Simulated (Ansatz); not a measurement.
## Geometry relaxation of C$_{2}$H$_{6}$AlNO (part 2 of 2)

The same run, continued: C$_{2}$H$_{6}$AlNO, SMILES N[CH]([AlH2])C=O; RKS PBE0-D4/def2-SVP (Ansatz 0.2.0). It belongs to a series of runs on one base structure; here: end point B relaxed.

Geometry of the input (Å):
```
N  -0.2973  1.3086  0.6535
C  0.1917  0.3479  -0.2757
Al 1.2324  -1.0101  0.7221
C  -0.8202  -0.2962  -1.0810
O  -1.8124  -0.8977  -0.5430
H  -0.1507  1.0140  1.6490
H  0.3280  2.2019  0.5666
H  0.9429  0.8630  -0.9793
H  0.5592  -1.8974  1.8872
H  2.8139  -1.2199  0.4224
H  -0.8753  -0.2624  -2.1401
```

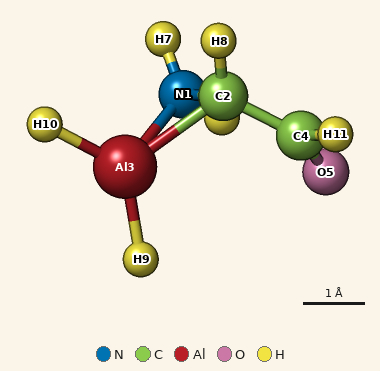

**Figure 1.** The geometry at step 12 of the log (ball-and-stick view, seen at a tilt; atoms are numbered from 1 in the order of the input).

**Trajectory as extended XYZ, continued**
```
11
Properties=species:S:1:pos:R:3:forces:R:3 step=4 energy=-12288.62477
N    -0.2293    1.2855    0.6829    0.4776  -0.1216   0.5342
C     0.2355    0.3623   -0.3605   -0.3107  -0.1952   0.2015
Al    1.3310   -0.9981    0.6440   -0.1981   0.1773  -0.0529
C    -0.9029   -0.2910   -1.0507    0.7247   0.0842  -0.4306
O    -1.9153   -0.6074   -0.4942   -0.7615  -0.1580   0.2417
H    -0.4498    0.8539    1.5932   -0.0307   0.1389  -0.5773
H     0.4199    2.0560    0.8322   -0.0494  -0.1167   0.0395
H     0.9009    0.8528   -1.0782    0.0251   0.2661  -0.1287
H     0.5851   -1.6259    1.8983    0.0220   0.0135  -0.0061
H     2.8752   -1.2206    0.3617    0.0705   0.0168   0.0015
H    -0.7380   -0.5157   -2.1470    0.0305  -0.1054   0.1773
11
Properties=species:S:1:pos:R:3:forces:R:3 step=5 energy=-12288.67603
N    -0.1915    1.2585    0.6853    0.6107  -0.1771   0.9866
C     0.2300    0.3673   -0.4023   -0.6125  -0.1257   0.3763
Al    1.3611   -0.9459    0.6331   -0.2929   0.1257  -0.1478
C    -0.9351   -0.2797   -1.0583   -0.0548  -0.2169   0.6499
O    -1.9947   -0.4808   -0.4890    0.8673   0.1511  -0.8447
H    -0.5798    0.7666    1.5244    0.3566   0.5963  -1.0168
H     0.5291    1.9482    0.9528   -0.5343  -0.5341  -0.0424
H     0.8613    0.8909   -1.1257    0.0707   0.1873  -0.1985
H     0.6094   -1.5335    1.9007    0.0023  -0.0174   0.0050
H     2.9060   -1.2019    0.3643    0.0345   0.1010   0.0035
H    -0.6836   -0.6379   -2.1034   -0.4476  -0.0903   0.2288
11
Properties=species:S:1:pos:R:3:forces:R:3 step=6 energy=-12288.77580
N    -0.1082    1.2253    0.7095    0.2687  -0.1976   0.6458
C     0.2169    0.3616   -0.4169    0.1260  -0.0489  -0.2257
Al    1.3410   -0.9186    0.6428   -0.2013   0.1686  -0.2149
C    -0.9344   -0.2949   -1.0672   -0.0283   0.2802   0.7601
O    -2.0047   -0.4191   -0.5121    0.0783  -0.1950  -0.4836
H    -0.5967    0.7755    1.4945    0.0919   0.3004  -0.4799
H     0.6016    1.9004    1.0123   -0.3434  -0.3901  -0.2063
H     0.8076    0.9093   -1.1614    0.2007   0.0097  -0.0721
H     0.5845   -1.5650    1.8735   -0.0349  -0.0369   0.0146
H     2.8972   -1.0989    0.3911    0.0719   0.1158   0.0594
H    -0.6926   -0.7239   -2.0842   -0.2296  -0.0061   0.2025
11
Properties=species:S:1:pos:R:3:forces:R:3 step=7 energy=-12288.89156
N    -0.0121    1.1704    0.7224   -0.1270  -0.7761   0.5401
C     0.2183    0.3464   -0.4477    0.3526   0.1986  -0.6830
Al    1.3230   -0.8994    0.6322    0.0141   0.1955   0.0779
C    -0.9552   -0.2886   -1.0589   -0.1761   0.2227   0.6959
O    -2.0278   -0.3704   -0.5023   -0.0714  -0.1368  -0.2063
H    -0.6328    0.7882    1.4402    0.0504   0.2665  -0.3539
H     0.6874    1.8180    1.0569    0.0441   0.0816  -0.1553
H     0.8008    0.8958   -1.2059    0.0976  -0.1253   0.0629
H     0.5442   -1.6112    1.8154   -0.0101  -0.0887  -0.0683
H     2.9154   -0.9264    0.4813   -0.1254   0.1151   0.0656
H    -0.7491   -0.7711   -2.0517   -0.0487   0.0468   0.0245
11
Properties=species:S:1:pos:R:3:forces:R:3 step=8 energy=-12289.07639
N     0.1066    1.0858    0.7412   -0.9882  -1.8174   1.2176
C     0.2317    0.3287   -0.4917    0.4425   0.4476  -1.0169
Al    1.3051   -0.8449    0.6602    0.1773   0.0939   0.4159
C    -0.9733   -0.2897   -1.0367   -0.3209   0.3174   0.3367
O    -2.0464   -0.3239   -0.4747   -0.0153  -0.0854   0.1273
H    -0.6818    0.8102    1.3707    0.7877   0.6231  -0.8740
H     0.7629    1.7601    1.0852    0.1578   0.5247  -0.2255
H     0.8065    0.8777   -1.2628   -0.0566  -0.2420   0.1768
H     0.5017   -1.7045    1.7422    0.1076  -0.0064  -0.2252
H     2.9187   -0.7496    0.5703   -0.3911   0.0964   0.0927
H    -0.8195   -0.7982   -2.0222    0.0991   0.0479  -0.0254
11
Properties=species:S:1:pos:R:3:forces:R:3 step=9 energy=-12289.37315
N     0.2338    0.9476    0.7882   -1.8240  -1.2219   1.6411
C     0.2503    0.3114   -0.5391    0.2952   0.8025  -0.9901
Al    1.2847   -0.7992    0.6968    0.3846  -0.3478   0.7744
C    -0.9943   -0.2614   -1.0306   -0.1395  -0.2698   0.3055
O    -2.0451   -0.2987   -0.4278   -0.0433   0.1649   0.2573
H    -0.7182    0.8461    1.2915    1.8541   0.4567  -1.1680
H     0.7944    1.7431    1.0788   -0.3236   0.3142  -0.6253
H     0.8132    0.8761   -1.3061   -0.0384  -0.2413   0.2276
H     0.4728   -1.7880    1.6815    0.2478   0.0591  -0.3843
H     2.8986   -0.6077    0.6462   -0.4782  -0.0088   0.0600
H    -0.8780   -0.8175   -1.9976    0.0652   0.2923  -0.0983
11
Properties=species:S:1:pos:R:3:forces:R:3 step=10 energy=-12289.52888
N     0.3010    0.8604    0.8211   -2.2658   1.4659   1.0075
C     0.2847    0.2730   -0.5503   -0.0282   0.0351  -0.2728
Al    1.2973   -0.7904    0.7719    0.6020  -0.9816   0.5939
C    -0.9916   -0.2955   -0.9665   -0.4366   0.8694  -0.8283
O    -2.0401   -0.2379   -0.3500    0.5283  -0.2631   0.3203
H    -0.7259    0.8951    1.1962    2.0594  -0.1626  -0.8347
H     0.7376    1.8010    0.9757   -0.5188  -1.0389  -0.5485
H     0.8443    0.8239   -1.3226   -0.0628  -0.1744   0.1744
H     0.4849   -1.9508    1.5749    0.3601   0.3282  -0.3271
H     2.8858   -0.4934    0.7492   -0.3453  -0.1234   0.0845
H    -0.9660   -0.7338   -2.0180    0.1077   0.0453   0.6307
11
Properties=species:S:1:pos:R:3:forces:R:3 step=11 energy=-12289.75643
N     0.2568    0.8801    0.7899    0.1529   0.1648   0.2930
C     0.2797    0.2534   -0.5510    0.0352   0.1153  -0.2914
Al    1.3062   -0.8015    0.8114    0.1730  -0.3331   0.1568
C    -1.0226   -0.2104   -0.9646    0.0800  -0.5185  -0.3489
O    -2.0133   -0.2192   -0.2617   -0.0455   0.1647   0.1466
H    -0.7025    0.9044    1.1620   -0.0047  -0.0637  -0.2694
H     0.6770    1.8055    0.8351   -0.0162   0.0361   0.0467
H     0.8887    0.7348   -1.3323   -0.0868   0.0976   0.2909
H     0.6002   -2.0742    1.4677    0.0214   0.2254  -0.0286
H     2.8647   -0.4657    0.9204   -0.1479   0.0041  -0.0585
H    -1.0229   -0.6555   -1.9952   -0.1614   0.1075   0.0628
11
Properties=species:S:1:pos:R:3:forces:R:3 step=12 energy=-12289.78490
N     0.2714    0.8832    0.7946   -0.0702  -0.0819   0.0771
C     0.2955    0.2627   -0.5529    0.0363   0.0946  -0.2780
Al    1.3084   -0.8144    0.8091   -0.0227  -0.0760   0.0594
C    -1.0013   -0.2391   -0.9629    0.0311  -0.1619   0.1471
O    -1.9642   -0.2913   -0.2182    0.0245   0.1255  -0.0586
H    -0.7024    0.9010    1.1197   -0.0739  -0.0634   0.0029
H     0.6777    1.8136    0.8435    0.0205   0.0462  -0.0002
H     0.8908    0.7903   -1.3042    0.0195   0.0222  -0.0169
H     0.5180   -2.0216    1.4709    0.0825   0.0771   0.0091
H     2.8593   -0.4848    0.8861   -0.0108  -0.0357   0.0138
H    -1.0411   -0.6480   -2.0040   -0.0369   0.0533   0.0442
11
Properties=species:S:1:pos:R:3:forces:R:3 step=13 energy=-12289.79225
N     0.2605    0.8689    0.7889    0.1297  -0.0690   0.0199
C     0.3027    0.2586   -0.5651   -0.0063  -0.0822  -0.0159
Al    1.3176   -0.8179    0.8053   -0.0100   0.0234   0.0751
C    -0.9979   -0.2413   -0.9635   -0.1622   0.2557   0.0005
O    -1.9666   -0.2464   -0.2223    0.1372  -0.0611  -0.0543
H    -0.7161    0.8666    1.1061   -0.1093  -0.0442  -0.0208
H     0.6529    1.8044    0.8458    0.0169   0.0652   0.0166
H     0.8960    0.7938   -1.3134   -0.0041  -0.0009  -0.0050
H     0.5551   -2.0087    1.5155    0.0012   0.0112  -0.0218
H     2.8689   -0.5005    0.8939    0.0094   0.0039  -0.0180
H    -1.0609   -0.6258   -2.0095   -0.0025  -0.1020   0.0238
11
Properties=species:S:1:pos:R:3:forces:R:3 step=14 energy=-12289.79532
N     0.2624    0.8660    0.7878    0.0891   0.0142   0.0045
C     0.3097    0.2612   -0.5709   -0.0757  -0.0712   0.0448
Al    1.3253   -0.8092    0.8067   -0.0649  -0.0045   0.0194
C    -1.0010   -0.2260   -0.9604    0.1427   0.0079  -0.0944
O    -1.9618   -0.2088   -0.2139   -0.0987  -0.0033   0.0881
H    -0.7234    0.8395    1.0860   -0.0148   0.0019  -0.0010
H     0.6410    1.8079    0.8690   -0.0344  -0.0199  -0.0482
H     0.9086    0.7821   -1.3224    0.0262   0.0738  -0.0142
H     0.5455   -2.0058    1.4833    0.0160  -0.0178   0.0227
H     2.8753   -0.4916    0.9014    0.0150   0.0020  -0.0132
H    -1.0696   -0.6636   -1.9850   -0.0005   0.0169  -0.0085
11
Properties=species:S:1:pos:R:3:forces:R:3 step=15 energy=-12289.79709
N     0.2629    0.8630    0.7882    0.0444   0.0693   0.0139
C     0.3097    0.2595   -0.5707   -0.0317  -0.0273   0.0028
Al    1.3208   -0.8140    0.8103   -0.0169   0.0035   0.0167
C    -0.9996   -0.2257   -0.9637    0.0099   0.0045  -0.0165
O    -1.9604   -0.2203   -0.2139    0.0115   0.0025  -0.0088
H    -0.7233    0.8435    1.0869   -0.0001  -0.0190  -0.0051
H     0.6400    1.8068    0.8564   -0.0226  -0.0372  -0.0052
H     0.9061    0.7943   -1.3173   -0.0033  -0.0058   0.0112
H     0.5528   -2.0087    1.5058    0.0043   0.0005  -0.0042
H     2.8724   -0.4979    0.8943    0.0095   0.0013  -0.0091
H    -1.0694   -0.6486   -1.9946   -0.0052   0.0075   0.0043
11
Properties=species:S:1:pos:R:3:forces:R:3 step=16 energy=-12289.79744
N     0.2636    0.8631    0.7885    0.0111   0.0049   0.0033
C     0.3094    0.2569   -0.5697   -0.0004  -0.0115  -0.0006
Al    1.3201   -0.8134    0.8145    0.0077   0.0035  -0.0008
C    -0.9999   -0.2237   -0.9654    0.0038   0.0073  -0.0052
O    -1.9605   -0.2176   -0.2157   -0.0183   0.0001   0.0045
H    -0.7226    0.8385    1.0869   -0.0034  -0.0055  -0.0010
H     0.6362    1.8077    0.8553   -0.0077   0.0005  -0.0038
H     0.9085    0.7886   -1.3161    0.0057  -0.0009   0.0102
H     0.5564   -2.0101    1.5112    0.0002   0.0049   0.0001
H     2.8724   -0.4958    0.8895    0.0013  -0.0029  -0.0030
H    -1.0712   -0.6424   -1.9975   -0.0001  -0.0005  -0.0038
11
Properties=species:S:1:pos:R:3:forces:R:3 step=17 energy=-12289.79763
N     0.2631    0.8614    0.7889    0.0052  -0.0222  -0.0018
C     0.3094    0.2539   -0.5689    0.0024  -0.0021   0.0086
Al    1.3218   -0.8130    0.8171    0.0139   0.0042  -0.0083
C    -1.0011   -0.2206   -0.9672   -0.0138  -0.0015   0.0043
O    -1.9628   -0.2120   -0.2186   -0.0031   0.0017  -0.0048
H    -0.7234    0.8315    1.0864   -0.0017   0.0034   0.0024
H     0.6302    1.8080    0.8539   -0.0025   0.0187   0.0003
H     0.9119    0.7840   -1.3136    0.0065   0.0006   0.0045
H     0.5612   -2.0081    1.5189   -0.0038   0.0018   0.0023
H     2.8751   -0.4963    0.8848   -0.0040  -0.0019  -0.0009
H    -1.0733   -0.6371   -2.0000    0.0008  -0.0027  -0.0066
11
Properties=species:S:1:pos:R:3:forces:R:3 step=18 energy=-12289.79774
N     0.2632    0.8596    0.7902   -0.0064  -0.0188  -0.0053
C     0.3089    0.2510   -0.5673    0.0054   0.0007   0.0044
Al    1.3246   -0.8127    0.8184    0.0086   0.0004  -0.0085
C    -1.0025   -0.2187   -0.9691   -0.0194   0.0067   0.0081
O    -1.9662   -0.2068   -0.2230    0.0111  -0.0014  -0.0086
H    -0.7233    0.8254    1.0880    0.0044   0.0069   0.0037
H     0.6244    1.8087    0.8526   -0.0037   0.0124   0.0022
H     0.9152    0.7797   -1.3099    0.0020  -0.0008  -0.0004
H     0.5639   -2.0045    1.5259   -0.0010  -0.0003   0.0032
H     2.8783   -0.4967    0.8789   -0.0048  -0.0021   0.0012
H    -1.0743   -0.6332   -2.0030    0.0037  -0.0037   0.0000
11
Properties=species:S:1:pos:R:3:forces:R:3 step=19 energy=-12289.79777
N     0.2628    0.8589    0.7908    0.0019  -0.0108  -0.0046
C     0.3082    0.2502   -0.5666    0.0006   0.0072   0.0028
Al    1.3258   -0.8130    0.8176    0.0018  -0.0018  -0.0008
C    -1.0036   -0.2163   -0.9709   -0.0069  -0.0223   0.0145
O    -1.9682   -0.2043   -0.2260    0.0053   0.0076  -0.0084
H    -0.7230    0.8229    1.0904    0.0004   0.0030  -0.0001
H     0.6207    1.8095    0.8523   -0.0008   0.0088   0.0026
H     0.9168    0.7778   -1.3081    0.0019   0.0029  -0.0017
H     0.5664   -2.0025    1.5306   -0.0015  -0.0005   0.0000
H     2.8796   -0.4986    0.8756   -0.0019   0.0004  -0.0006
H    -1.0733   -0.6329   -2.0040   -0.0007   0.0054  -0.0036
11
Properties=species:S:1:pos:R:3:forces:R:3 step=20 energy=-12289.79777
N     0.2627    0.8588    0.7910    0.0082  -0.0004  -0.0017
C     0.3082    0.2501   -0.5664   -0.0026  -0.0059   0.0064
Al    1.3263   -0.8132    0.8170   -0.0018  -0.0008   0.0039
C    -1.0034   -0.2177   -0.9705   -0.0041   0.0143  -0.0053
O    -1.9689   -0.2031   -0.2271    0.0028  -0.0059   0.0013
H    -0.7228    0.8229    1.0914   -0.0031  -0.0004  -0.0028
H     0.6195    1.8100    0.8525    0.0001   0.0007   0.0005
H     0.9167    0.7777   -1.3080   -0.0005   0.0023  -0.0016
H     0.5667   -2.0018    1.5315   -0.0011  -0.0004  -0.0014
H     2.8800   -0.4995    0.8748    0.0014   0.0015  -0.0008
H    -1.0728   -0.6325   -2.0044    0.0006  -0.0049   0.0015
```

**Key numbers**

- outcome: converged
- total energy: −12289.7978 eV
- mean-field energy: −12289.6085 eV
- largest force (length of the vector) at the end: 0.016 eV/Å
- hardware: 2 threads of Arm Neoverse V1, 24 GiB of memory available, shared host
- wall time: 60 s (CPU time 1.9 min)
- peak memory: 0.2 GiB
